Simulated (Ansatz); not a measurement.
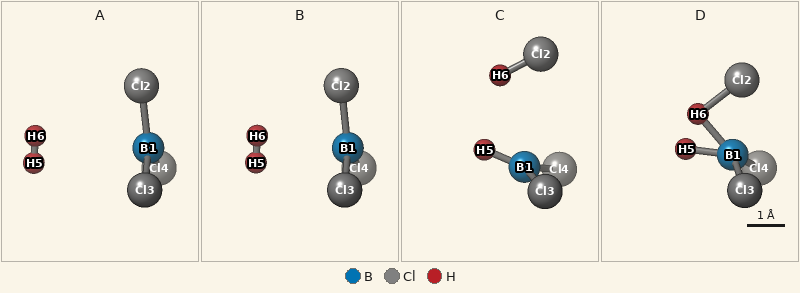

4 geometries from a converged minimum-energy path of BH2Cl3, made up at the start of BCl3 and H₂, shuffled. The picture is a ball-and-stick view, seen at a tilt.

All numbers below come from Ansatz, RKS B3LYP-D4/def2-SVP. Set-up: 5 movable images; climbing image; force threshold 0.05 eV/Å; iteration limit 60; starting path through a guess of the saddle point.

Which of them lies highest in energy?

Answer. D. In order along the path, whose images run from 0 to 6: A (image 0, 0.00 eV), B (image 1, +0.08 eV), D (image 3, +1.59 eV), C (image 5, +0.61 eV). Breaking: B1–Cl2 (1.75 → 2.12 at the top → 3.27 Å), H5–H6 (0.76 → 1.05 at the top → 2.85 Å). Forming: B1–H5 (3.22 → 1.31 at the top → 1.20 Å), Cl2–H6 (3.30 → 1.57 at the top → 1.29 Å).

Limits of the set-up: the start holds two separate molecules, 3.1 Å apart at their closest, whose relative position is a soft coordinate.

The run took 6 min on 2 threads of Intel(R) Xeon(R) Platinum 8375C CPU @ 2.90GHz (Ice Lake), on a shared host, peak memory 0.18 GiB.
